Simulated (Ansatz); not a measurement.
# CH6SiTe (SMILES C[SiH2][TeH]) at r2SCAN/def2-SVP (core potential)

Aim: the vertical singlet–triplet gap of CH6SiTe at r2SCAN/def2-SVP (core potential), from 2 runs. 

Program for the calculation: Ansatz 0.2.0.

55 further runs of the same task are left out: 55 set aside as unsound or not needed. Runs told in other sessions of the task aren't counted.

## (1) The structure to begin with

The species is CH6SiTe (9 atoms), meant as a singlet with charge 0. As SMILES, `C[SiH2][TeH]`. Geometry: relaxed at PBE0-D4/def2-TZVP. This is one conformer, not always the lowest.

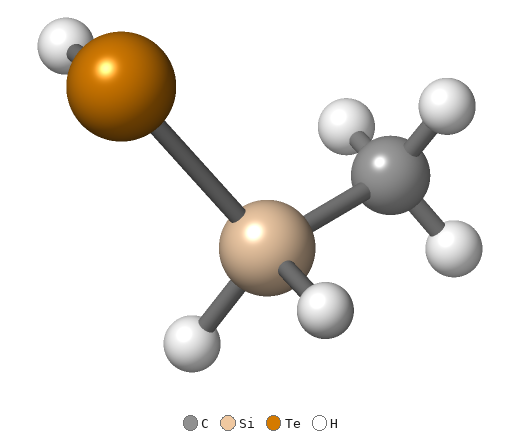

The structure, seen from a chosen angle (carbon grey, silicon light orange, tellurium orange, hydrogen white).

## (2) The energy at r2SCAN/def2-SVP (core potential)

Contents of run.yaml:

```yaml
crystal:
  periodic: [false, false, false]
  atoms:
    - {symbol: C, position_ang: [-0.793600, 0.726300, -0.609100]}
    - {symbol: Si, position_ang: [0.377700, -0.686600, -0.266400]}
    - {symbol: Te, position_ang: [1.980400, -0.179800, 1.584400]}
    - {symbol: H, position_ang: [-1.456300, 0.475200, -1.442000]}
    - {symbol: H, position_ang: [-0.240000, 1.632000, -0.862400]}
    - {symbol: H, position_ang: [-1.409800, 0.936300, 0.267700]}
    - {symbol: H, position_ang: [1.262200, -0.952200, -1.431600]}
    - {symbol: H, position_ang: [-0.380500, -1.924300, 0.053300]}
    - {symbol: H, position_ang: [0.748200, -0.073200, 2.689000]}
basis:
  gaussian:
    orbitals: def2-SVP
output: {orbitals: {seedname: orbitals}}
accuracy: high
hamiltonian:
  xc: r2scan
```

Command:

```bash
$ ansatz run run.yaml --threads 1 --pin off --max-ram 2610MiB --events-out events.jsonl --progress --plain --runs-dir runs
```

Standard output:

```text
Warning: RAYON_NUM_THREADS=1 ignored (pool sized by the plan → 1); use --threads N
Functional definition: r2SCAN
  name "r2SCAN"
  parameter k0 = 0.174
  parameter k1 = 0.065
  parameter a1 = 4.9479
  exchange = r2scan_x(k0 = k0, k1 = k1, a1 = a1)
  correlation = r2scan_c
2131 factors; integrals over basis functions are off by at most 3.5e-9 eV
mean field evaluation 1: about -16299.0825 eV, gradient 4.5e1 eV
mean field evaluation 2: about -16293.9962 eV, gradient 5.9e1 eV
mean field evaluation 4: about -16304.2851 eV, gradient 2.5e0 eV
mean field evaluation 8: about -16304.2938 eV, gradient 1.5e-1 eV
mean field evaluation 16: about -16304.2939 eV, gradient 1.2e-5 eV
mean field -16304.29391151 eV, -599.1717498005 hartree, gradient 3.6e-8 eV, S^2 0.000000; 0 other end points of the search recorded, 0 dependent functions left out
reference -16304.29391224 eV, -599.1717498275 hartree; 25, 25 occupied and 63, 63 virtual orbitals, 2131 factors
Total energy: -16304.29391224 eV, -599.1717498275 hartree
```

Wall time 14 s (1 thread of Arm Neoverse V1, shared host); peak memory 0.29 GiB.

## (3) The triplet, same level

Changes to run.yaml since step 2:

```diff
@@ -15,5 +15,8 @@
     orbitals: def2-SVP
+hamiltonian:
+  xc: {name: r2SCAN}
+magnetization:
+  spin_polarized: true
+  initial_magnetization: 2
+accuracy: high
 output: {orbitals: {seedname: orbitals}}
-accuracy: high
-hamiltonian:
-  xc: r2scan
```

Command:

```bash
$ ansatz run run.yaml --threads 1 --pin off --max-ram 2610MiB --events-out events.jsonl --progress --plain --runs-dir runs
```

Standard output:

```text
Warning: RAYON_NUM_THREADS=1 ignored (pool sized by the plan → 1); use --threads N
Functional definition: r2SCAN
  name "r2SCAN"
  parameter k0 = 0.174
  parameter k1 = 0.065
  parameter a1 = 4.9479
  exchange = r2scan_x(k0 = k0, k1 = k1, a1 = a1)
  correlation = r2scan_c
2131 factors; integrals over basis functions are off by at most 3.5e-9 eV
mean field evaluation 1: about -16293.9284 eV, gradient 3.4e1 eV
mean field evaluation 2: about -16272.2180 eV, gradient 5.8e1 eV
mean field evaluation 4: about -16299.9370 eV, gradient 6.2e0 eV
mean field evaluation 8: about -16300.2282 eV, gradient 4.0e-1 eV
mean field evaluation 16: about -16300.2300 eV, gradient 4.5e-4 eV
mean field evaluation 32: about -16300.0224 eV, gradient 1.0e0 eV
mean field -16300.22995550 eV, -599.0224021719 hartree, gradient 4.4e-8 eV, S^2 2.007062; 3 other end points of the search recorded, 0 dependent functions left out
reference -16300.22995779 eV, -599.0224022560 hartree; 26, 24 occupied and 62, 64 virtual orbitals, 2131 factors
Total energy: -16300.22995779 eV, -599.0224022560 hartree
```

Run time: 30 s. Hardware: 1 thread of Arm Neoverse V1, shared host; peak memory 0.46 GiB.

## (4) Results

At r2SCAN/def2-SVP (core potential):

| quantity | value |
| --- | --- |
| singlet: total energy | -599.17175 Eh |
| singlet: HOMO energy | -5.53 eV |
| singlet: LUMO energy | -0.95 eV |
| singlet: HOMO–LUMO gap | 4.58 eV |
| triplet: total energy | -599.02240 Eh |
| triplet: HOMO energy (highest over α and β) | -1.71 eV |
| triplet: ⟨S²⟩ | 2.007 |
| vertical energy of the triplet above the singlet | 4.064 eV |

At this shape the triplet lies 4.06 eV (392 kJ/mol) above the singlet.
